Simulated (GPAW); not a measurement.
Band structure of MgS (Fm-3m, 2 atoms in the cell).

```xyz
2
Lattice="0.0000 2.6192 2.6192 2.6192 0.0000 2.6192 2.6192 2.6192 0.0000" Properties=species:S:1:pos:R:3 pbc="T T T"
Mg     0.0000     0.0000     0.0000
S      2.6192     2.6192     2.6192
```

Method of the run: PBE, GPAW PAW datasets PBE (gpaw-data 1.0.1) (plane waves; GPAW).

Settings: mode = pw; ecut = 850 eV; xc = PBE; kpts = 7 7 7; mesh shift (steps) = 0 0 0; occupations.name = fermi-dirac; occupations.width = 0.02 eV; nbands = -4; convergence.density = 1e-05 e/electron; convergence.energy = 1e-05 eV/electron; convergence.bands = -2; symmetry.symmorphic = false; symmetry.tolerance = 0.0005; maxiter = 120.

The starting cell comes from a database of computed structures (which also holds hypothetical and non-ambient phases and stackings), without a prior relaxation at this level. Its lattice was rescaled by a random factor within 2.5 % of one.

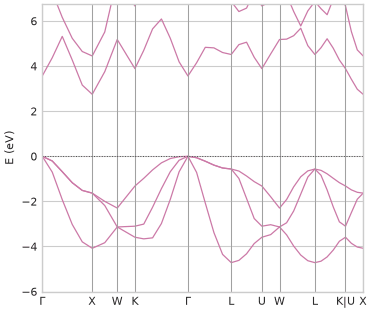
Bands along the path, energies from the top of the valence band on the SCF mesh.

Read off roughly the gap and where its edges lie.

The gap along the path is about 2.7 eV (computed: 2.75 eV), from Γ to X; the smallest direct gap on it is 3.56 eV.

Levels in eV from the top of the valence band on the SCF mesh, bands 5 to 12:
```tsv
point	5	6	7	8	9	10	11	12
Γ	-12.55	0.00	0.00	0.00	3.56	7.93	7.93	7.93
X	-10.95	-4.08	-1.63	-1.63	2.75	4.45	11.81	12.62
W	-10.91	-3.14	-3.14	-2.30	5.18	7.91	7.91	7.98
K	-10.95	-3.59	-3.10	-1.32	3.89	6.67	9.58	9.96
L	-11.30	-4.72	-0.57	-0.57	4.52	6.87	6.87	9.95
U	-10.95	-3.59	-3.10	-1.32	3.89	6.67	9.58	9.96
```
